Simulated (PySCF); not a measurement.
# Arsenic: the same states on changed settings

Aim: see what changed settings do to total energies and their difference. The change: a valence shell is frozen, unsound on purpose. A sound run of the same states serves as the yardstick.

The numbers are computed with PySCF 2.14.0 (unrestricted determinants in a Gaussian basis, no spin-orbit coupling in the energies), except any that are marked as measured or tabulated.

### 1 Starting point

* Element: arsenic (Z = 33)
* Basis: cc-pVTZ-PP with ECP10MDF (5s4p3d1f, 39 functions)
* Hamiltonian: scalar relativity through the core potential
* State 1: As: [Ar] 3d10 4s2 4p3, high-spin 4S determinant
* State 2: As⁺: [Ar] 3d10 4s2 4p2, high-spin 3P determinant
* Methods: MP2, CCSD(T)
* Core shells frozen in the correlated runs: valence: 3s2 3p6 3d10 4s2 (for As)

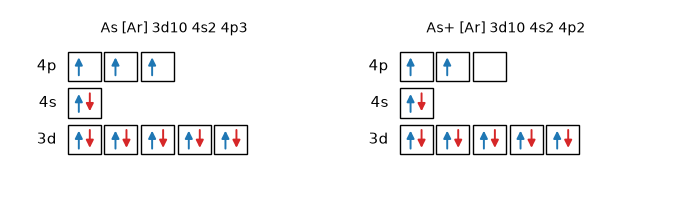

Outer shells as boxes.

The sound run (cc-pVTZ-PP with ECP10, a scalar-relativistic core potential, symmetry-adapted start, fine grid, valence correlation) gave:

```tsv
species	method	energy (hartree)
As	UHF	-331.21015
As	PBE	-332.41431
As	TPSS	-332.33970
As	MP2 (valence)	-331.28157
As	CCSD(T) (valence)	-331.29851
As⁺	UHF	-330.86383
As⁺	PBE	-332.05257
As⁺	TPSS	-331.97665
As⁺	MP2 (valence)	-330.91787
As⁺	CCSD(T) (valence)	-330.93489
```

One driver process ran all states and methods and kept the integrals in memory. Each run is shown as a PySCF script that sums up its settings (the driver passes frozen orbitals as a list and adds second-order terms of double hybrids); the logs are those of the runs themselves. The driver starts from symmetry-adapted Hartree-Fock orbitals, holds the occupation by maximum overlap and uses a logarithmic radial grid for functionals, so a plain start would take other cycles.

It was started by

```sh
$ OMP_NUM_THREADS=1 python atomrun2.py TASK.json OUT
```

The integrals over 39 functions and the set-up took 0.43 s of CPU time.

### 2 Changed run, As: the ladder of methods

Level: MP2 (valence).

Contents of input.py:

```python
from pyscf import gto, scf, dft, mp, cc
import basis_set_exchange as bse
txt = bse.get_basis("cc-pVTZ-PP", elements=["As"], fmt="nwchem", header=False)
cut = txt.index("\nECP")
mol = gto.M(atom="As 0 0 0", charge=0, spin=3, symmetry="D2h",
            basis=gto.basis.parse(txt[:cut]),
            ecp={"As": gto.basis.parse_ecp(txt[cut:])})
mf = scf.UHF(mol)
mf.irrep_nelec = {'Ag': (4, 4), 'B1g': (1, 1), 'B2g': (1, 1), 'B3g': (1, 1), 'B1u': (2, 1), 'B2u': (2, 1), 'B3u': (2, 1)}
mf.kernel()
mp.UMP2(mf, frozen=10).kernel()
```

The driver printed no log here.

Time after the integrals: 0.01 s (1 thread of Neoverse-N1, shared host).

With 3 electrons correlated, the MP2 correlation energy is -0.01532 hartree (-0.01532 same spin, 0.00000 opposite spin); the SCS form gives -0.00511. Largest pairs of shells: 4p-4p -0.0153.

Level: CCSD(T) (valence).

input.py differs from the last one in:

```diff
@@ -10,2 +10,3 @@
 mf.kernel()
-mp.UMP2(mf, frozen=10).kernel()
+mycc = cc.CCSD(mf, frozen=10).run()
+mycc.ccsd_t()
```

Log:

```text
CC2 = 0
CCSD nocc = (np.int64(3), np.int64(0)), nmo = (29, 29)
frozen orbitals [[0, 1, 2, 3, 4, 5, 6, 7, 8, 9], [0, 1, 2, 3, 4, 5, 6, 7, 8, 9]]
max_cycle = 100
direct = 0
conv_tol = 1e-08
conv_tol_normt = 1e-06
diis_space = 8
diis_start_cycle = 0
Init t2, MP2 energy = -0.0153249741925293
Init E_corr(UCCSD) = -0.0153249741925394
cycle = 1  E_corr(UCCSD) = -0.018834740793504  dE = -0.0035097666  norm(t1,t2) = 0.0239574
cycle = 2  E_corr(UCCSD) = -0.019704880335422  dE = -0.000870139542  norm(t1,t2) = 0.00660854
cycle = 3  E_corr(UCCSD) = -0.0200273266171905  dE = -0.000322446282  norm(t1,t2) = 0.00188186
cycle = 4  E_corr(UCCSD) = -0.0200262077200988  dE = 1.11889709e-06  norm(t1,t2) = 7.10924e-05
cycle = 5  E_corr(UCCSD) = -0.0200265245956761  dE = -3.16875577e-07  norm(t1,t2) = 8.24408e-06
cycle = 6  E_corr(UCCSD) = -0.0200264728643414  dE = 5.17313348e-08  norm(t1,t2) = 7.05111e-07
cycle = 7  E_corr(UCCSD) = -0.020026483338353  dE = -1.04740116e-08  norm(t1,t2) = 8.65567e-08
cycle = 8  E_corr(UCCSD) = -0.0200264819830274  dE = 1.35532565e-09  norm(t1,t2) = 1.25495e-08
UCCSD converged
E(UCCSD) = -331.2301790469716  E_corr = -0.02002648198302736
UCCSD(T) correction = -0.000200996261274039
```

It took 0.27 s on 1 thread of Neoverse-N1, shared host, the integrals not counted.

CCSD correlation -0.02003 hartree, triples -0.00020; total -331.230380. T1 = 0.002, largest double amplitude 0.054.

### 3 Changed run, As⁺

Level: MP2 (valence).

Contents of input.py:

```python
from pyscf import gto, scf, dft, mp, cc
import basis_set_exchange as bse
txt = bse.get_basis("cc-pVTZ-PP", elements=["As"], fmt="nwchem", header=False)
cut = txt.index("\nECP")
mol = gto.M(atom="As 0 0 0", charge=1, spin=2, symmetry="D2h",
            basis=gto.basis.parse(txt[:cut]),
            ecp={"As": gto.basis.parse_ecp(txt[cut:])})
mf = scf.UHF(mol)
mf.irrep_nelec = {'Ag': (4, 4), 'B1g': (1, 1), 'B2g': (1, 1), 'B3g': (1, 1), 'B1u': (2, 1), 'B2u': (2, 1), 'B3u': (1, 1)}
mf.kernel()
mp.UMP2(mf, frozen=10).kernel()
```

The driver printed no log here.

Time after the integrals: 0.01 s (1 thread of Neoverse-N1, shared host).

With 2 electrons correlated, the MP2 correlation energy is -0.00526 hartree (-0.00526 same spin, 0.00000 opposite spin); the SCS form gives -0.00175. Largest pairs of shells: 4p-4p -0.0053.

Level: CCSD(T) (valence).

input.py differs from the last one in:

```diff
@@ -10,2 +10,3 @@
 mf.kernel()
-mp.UMP2(mf, frozen=10).kernel()
+mycc = cc.CCSD(mf, frozen=10).run()
+mycc.ccsd_t()
```

Log:

```text
CC2 = 0
CCSD nocc = (np.int64(2), np.int64(0)), nmo = (29, 29)
frozen orbitals [[0, 1, 2, 3, 4, 5, 6, 7, 8, 9], [0, 1, 2, 3, 4, 5, 6, 7, 8, 9]]
max_cycle = 100
direct = 0
conv_tol = 1e-08
conv_tol_normt = 1e-06
diis_space = 8
diis_start_cycle = 0
Init t2, MP2 energy = -0.00526386290331044
Init E_corr(UCCSD) = -0.00526386290479452
cycle = 1  E_corr(UCCSD) = -0.00663731300442302  dE = -0.0013734501  norm(t1,t2) = 0.0151105
cycle = 2  E_corr(UCCSD) = -0.0070325381065257  dE = -0.000395225102  norm(t1,t2) = 0.00486866
cycle = 3  E_corr(UCCSD) = -0.0072157395980869  dE = -0.000183201492  norm(t1,t2) = 0.0016317
cycle = 4  E_corr(UCCSD) = -0.00721442498389481  dE = 1.31461419e-06  norm(t1,t2) = 6.13646e-05
cycle = 5  E_corr(UCCSD) = -0.0072145150734438  dE = -9.0089549e-08  norm(t1,t2) = 6.74691e-06
cycle = 6  E_corr(UCCSD) = -0.0072144987235575  dE = 1.63498863e-08  norm(t1,t2) = 4.95479e-07
cycle = 7  E_corr(UCCSD) = -0.00721450197776117  dE = -3.25420367e-09  norm(t1,t2) = 5.11826e-08
UCCSD converged
E(UCCSD) = -330.8710434723  E_corr = -0.007214501977761167
```

Time after the integrals: 0.21 s (1 thread of Neoverse-N1, shared host).

CCSD correlation -0.00721 hartree, triples 0.00000; total -330.871043. T1 = 0.001, largest double amplitude 0.055. With two correlated electrons the triples vanish and CCSD is exact in this space.

### 4 Against the sound run

```tsv
species	method	converged	energy less sound run (eV)
As	MP2 (valence)	yes	+1.5264
As	CCSD(T) (valence)	yes	+1.8539
As⁺	MP2 (valence)	yes	+1.3274
As⁺	CCSD(T) (valence)	yes	+1.7373
```

Ionisation energy of As:

```tsv
method	sound run (eV)	changed run (eV)	shift (eV)
UHF	9.424	9.424	+0.000
MP2	9.897	9.698	-0.199
SCS-MP2	9.751	9.515	-0.235
CCSD	9.863	9.773	-0.091
CCSD(T)	9.895	9.778	-0.117
```

### 5 Summary of results

```
                                 quantity                      value
                                   change  a valence shell is frozen
                           runs converged                     4 of 4
largest shift of a converged total energy                    1.85 eV
   largest shift of the ionisation energy        -0.235 eV (SCS-MP2)
```

In words: The ionisation energy moves by up to 0.24 eV, at SCS-MP2. Freezing a valence shell removes pair correlation that changes on ionisation. The setting is unsound on purpose, so these numbers are no properties of the atom.
